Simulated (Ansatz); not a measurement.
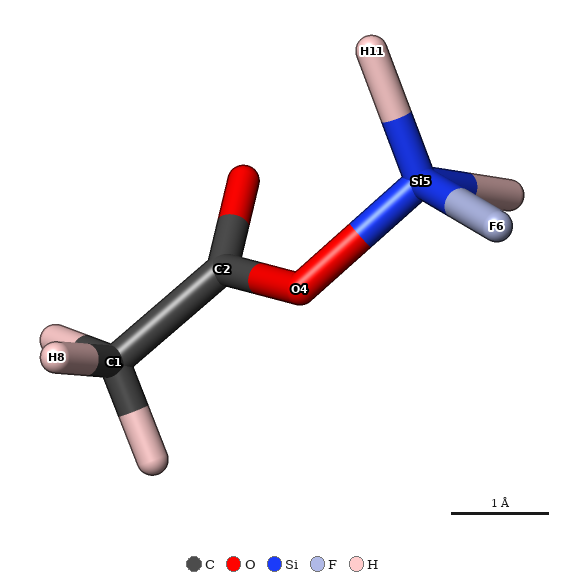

*The structure (stick view, seen at a tilt; atoms are numbered from 1 in the order of the input).*

Bond lengths as drawn: C–C 1.49 Å, C–H 1.09 Å, C–O 1.21 to 1.34 Å, F–Si 1.59 Å, H–Si 1.47 Å and O–Si 1.69 Å.

# Run report: C$_{2}$H$_{5}$FO$_{2}$Si, single-point calculation

- system: C$_{2}$H$_{5}$FO$_{2}$Si, SMILES CC(=O)O[SiH2]F
- method: RKS PBE0-D4/def2-SVP (Ansatz 0.2.0)

The geometry comes from this level: PBE0-D4/def2-TZVP.

**The input**
```yaml
crystal:
  periodic: [false, false, false]
  atoms:
    - {symbol: C, position_ang: [-0.092925, -1.158162, 1.587427]}
    - {symbol: C, position_ang: [0.270975, -0.502196, 0.299470]}
    - {symbol: O, position_ang: [1.178152, -0.828075, -0.428774]}
    - {symbol: O, position_ang: [-0.514038, 0.532345, -0.024334]}
    - {symbol: Si, position_ang: [-0.064719, 1.241136, -1.488505]}
    - {symbol: F, position_ang: [-1.129712, 2.415181, -1.636600]}
    - {symbol: H, position_ang: [0.585525, -1.982738, 1.789421]}
    - {symbol: H, position_ang: [-1.122107, -1.518667, 1.534214]}
    - {symbol: H, position_ang: [-0.050093, -0.424825, 2.395033]}
    - {symbol: H, position_ang: [1.269173, 1.857085, -1.393999]}
    - {symbol: H, position_ang: [-0.264830, 0.311817, -2.612753]}
basis:
  gaussian: {orbitals: def2-SVP}
hamiltonian: {xc: pbe0, dispersion: d4}
output: {orbitals: {seedname: orbitals}}
```

Command:
```bash
ansatz run in.yaml --threads 4 --pin off --events-out ev --progress --plain --max-ram 10444MiB
```

**What the program printed**
```
Functional definition: PBE0
  name "PBE0"
  cite "Adamo & Barone, J. Chem. Phys. 110, 6158 (1999) doi:10.1063/1.478522"
  cite "Perdew, Burke & Ernzerhof, Phys. Rev. Lett. 77, 3865 (1996) doi:10.1103/PhysRevLett.77.3865"
  parent pbe
  parameter a = 0.25
  parameter kappa = 0.804
  parameter beta = 0.06672455060314922
  exchange = (1 - a)*pbe_x(kappa = kappa, mu = beta*pi^2/3) + a*exact_x
  correlation = pbe_c(beta = beta)
1236 factors; their error is unknown
mean field evaluation 1: about -16818.4318 eV, gradient 6.0e1 eV
mean field evaluation 2: about -16813.6359 eV, gradient 8.0e1 eV
mean field evaluation 4: about -16824.8473 eV, gradient 3.8e0 eV
mean field evaluation 8: about -16824.8724 eV, gradient 1.6e-1 eV
mean field evaluation 16: about -16824.9302 eV, gradient 1.7e-4 eV
mean field -16824.93015608 eV, -618.3047788886 hartree, gradient 1.8e-5 eV, S^2 0.000000; 0 other end points of the search recorded, 0 dependent functions left out
reference -16824.93018279 eV, -618.3047798704 hartree; 28, 28 occupied and 85, 85 virtual orbitals, 1236 factors
Total energy: -16825.11410979 eV, -618.3115390630 hartree
```

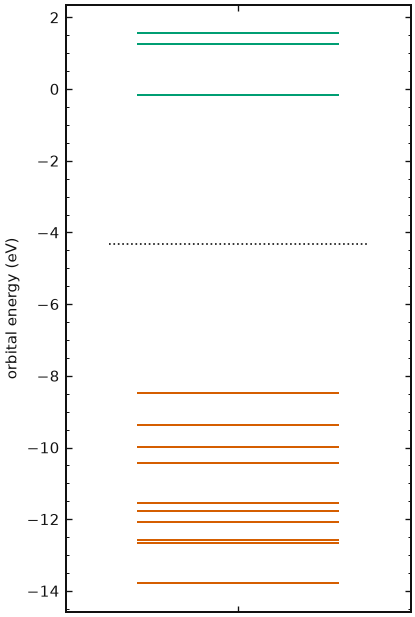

*Orbital energies near the frontier; the dotted line parts filled from empty levels, and levels within 0.02 eV of each other stand side by side.*

Highest filled −8.47 eV, lowest empty −0.15 eV, 8.32 eV apart.

**Summary**

- outcome: converged
- total energy: −16825.1141 eV
- mean-field energy: −16824.9302 eV
- dispersion energy: −0.1839 eV
- SCF solution under orbital rotations: stable
- HOMO: −8.47 eV
- LUMO: −0.15 eV
- hardware: 4 threads of Arm Neoverse N1, 23 GiB of memory available, shared host
- wall time: 1.8 s (CPU time 6.6 s)
- peak memory: 0.26 GiB
